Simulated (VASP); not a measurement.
Band structure of Pd (fcc). All values below come from LDA (Ceperley-Alder, Perdew-Zunger), VASP's LDA PAW potentials (set 64) (plane waves; VASP 6.6.1).

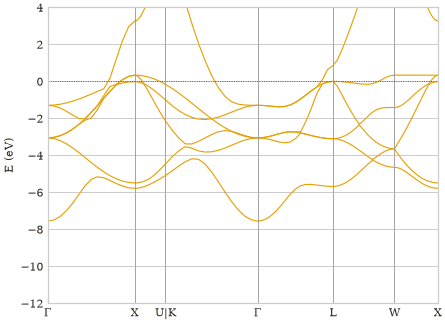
Figure: Bands along high-symmetry lines, zero at the valence-band maximum or, without a gap, the Fermi level

Read the plot: is there a gap, and where are the band edges?

It has no gap at this level: it comes out as a metal or semimetal. (Edges off the drawn lines would not show.)

The compound is Pd in the fcc structure. It was relaxed first.
